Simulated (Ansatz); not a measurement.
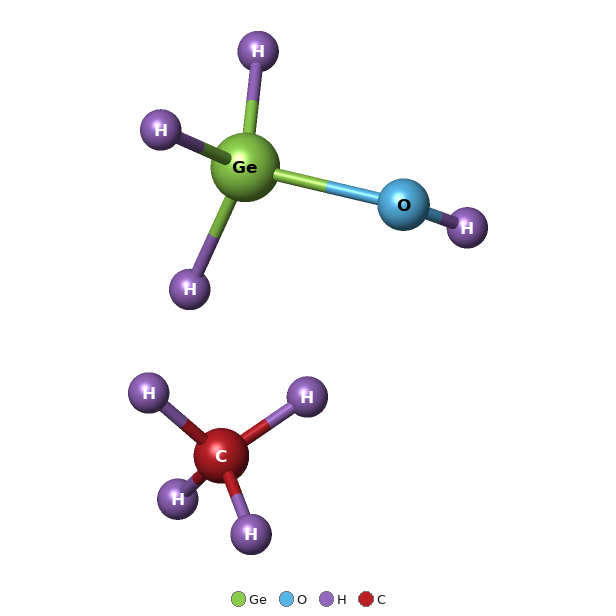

Harmonic vibrations computed with RKS PBE0-D4/def2-TZVP (Ansatz 0.2.0) at a stationary point of the same level.

### Is this a minimum or a saddle point?

A minimum: no imaginary frequency, and the lowest mode lies at 38 cm⁻¹.

### List the wavenumbers.

27 modes: 38, 44, 68, 75, 96, 130, 174, 614, 631, 702, 867, 870, 887, 946, 1323, 1332, 1334, 1555, 1556, 2141, 2145, 2198, 3041, 3159, 3162, 3167, 3902 cm⁻¹.
